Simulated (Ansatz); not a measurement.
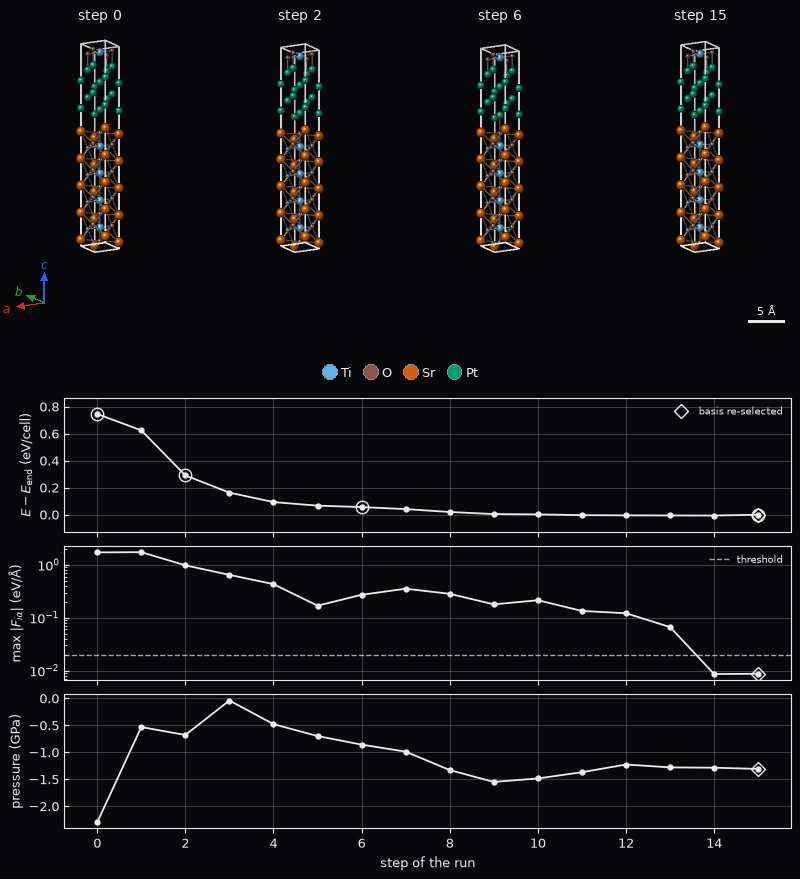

Frames of a relaxation of an interface cell of composition Sr5Ti5Pt8O15, marked on the history of the run. Style: ball-and-stick. Shown: the cell of the calculation (origin shifted), from a free direction.

Case: film shifted by (0, 0) in the plane.

All numbers below come from Ansatz 0.2.0, DFT PBE, scalar-relativistic, plane waves, PAW. Set-up: plane-wave cutoff 420 eV; k-point mesh 9 × 9 × 1; occupations gaussian; smearing width 0.1 eV; no spin polarisation; cell relaxed at fixed a, b, gamma, alpha, beta; force threshold 0.02 eV/Å; at most 70 steps.

Question: Describe the path.

Answer: After 14 accepted moves (15 points after the start) the energy has fallen by 0.746 eV per cell of the calculation. Largest force component: 1.7 eV/Å at the start, 0.0087 eV/Å at the end. The pressure goes from −2.30 to −1.31 GPa. At 1 point the geometry stayed and the basis and grid were re-selected for the new cell (energy shift of 6.2 meV per cell of the calculation at most each time). The atom that moves furthest relative to the cell is a Ti atom (0.30 Å along +c). By element the largest moves are Ti 0.30 Å, Sr 0.22 Å, O 0.21 Å, Pt 0.08 Å. The volume changes by −0.6 %, with a = b unchanged at 3.936 Å, c 29.437 → 29.262 Å (−0.6 %). Some distances before and after: Pt–Sr 3.390 → 3.151 Å, O–Ti 1.968 → 2.207 Å, O–Ti 1.968 → 2.168 Å, O–Pt 2.310 → 2.136 Å. Bond angles that change, for instance: Ti–O–Ti 180.0° → 170.0°, O–Ti–O 180.0° → 170.3°, Sr–O–Sr 180.0° → 173.1°. From step 0 to 2: a Ti atom moves most (0.16 Å), volume −1.8 %, energy −0.454 eV per cell of the calculation. From step 2 to 6: a Pt atom moves most (0.24 Å), volume −0.5 %, energy −0.235 eV per cell of the calculation. From step 6 to 15: a Pt atom moves most (0.31 Å), volume +1.7 %, energy −56.6 meV per cell of the calculation.

```json
{"step": "0", "E − E(0), meV/atom": "0.00", "largest force component, eV/Å": "1.7250", "pressure, GPa": "-2.30", "volume, Å³/atom": "13.822", "note": ""}
{"step": "1", "E − E(0), meV/atom": "-3.67", "largest force component, eV/Å": "1.7417", "pressure, GPa": "-0.53", "volume, Å³/atom": "13.633", "note": ""}
{"step": "2", "E − E(0), meV/atom": "-13.77", "largest force component, eV/Å": "0.9820", "pressure, GPa": "-0.68", "volume, Å³/atom": "13.577", "note": ""}
{"step": "3", "E − E(0), meV/atom": "-17.65", "largest force component, eV/Å": "0.6478", "pressure, GPa": "-0.04", "volume, Å³/atom": "13.422", "note": ""}
{"step": "4", "E − E(0), meV/atom": "-19.76", "largest force component, eV/Å": "0.4326", "pressure, GPa": "-0.48", "volume, Å³/atom": "13.446", "note": ""}
{"step": "5", "E − E(0), meV/atom": "-20.57", "largest force component, eV/Å": "0.1693", "pressure, GPa": "-0.70", "volume, Å³/atom": "13.465", "note": ""}
{"step": "6", "E − E(0), meV/atom": "-20.88", "largest force component, eV/Å": "0.2718", "pressure, GPa": "-0.86", "volume, Å³/atom": "13.508", "note": ""}
{"step": "7", "E − E(0), meV/atom": "-21.34", "largest force component, eV/Å": "0.3541", "pressure, GPa": "-0.99", "volume, Å³/atom": "13.674", "note": ""}
{"step": "8", "E − E(0), meV/atom": "-21.99", "largest force component, eV/Å": "0.2834", "pressure, GPa": "-1.33", "volume, Å³/atom": "13.694", "note": ""}
{"step": "9", "E − E(0), meV/atom": "-22.46", "largest force component, eV/Å": "0.1791", "pressure, GPa": "-1.55", "volume, Å³/atom": "13.772", "note": ""}
{"step": "10", "E − E(0), meV/atom": "-22.53", "largest force component, eV/Å": "0.2144", "pressure, GPa": "-1.48", "volume, Å³/atom": "13.772", "note": ""}
{"step": "11", "E − E(0), meV/atom": "-22.70", "largest force component, eV/Å": "0.1344", "pressure, GPa": "-1.37", "volume, Å³/atom": "13.722", "note": ""}
{"step": "12", "E − E(0), meV/atom": "-22.75", "largest force component, eV/Å": "0.1216", "pressure, GPa": "-1.22", "volume, Å³/atom": "13.745", "note": ""}
{"step": "13", "E − E(0), meV/atom": "-22.77", "largest force component, eV/Å": "0.0665", "pressure, GPa": "-1.28", "volume, Å³/atom": "13.742", "note": ""}
{"step": "14", "E − E(0), meV/atom": "-22.79", "largest force component, eV/Å": "0.0086", "pressure, GPa": "-1.28", "volume, Å³/atom": "13.740", "note": ""}
{"step": "15", "E − E(0), meV/atom": "-22.60", "largest force component, eV/Å": "0.0087", "pressure, GPa": "-1.31", "volume, Å³/atom": "13.740", "note": "same geometry, new basis"}
```
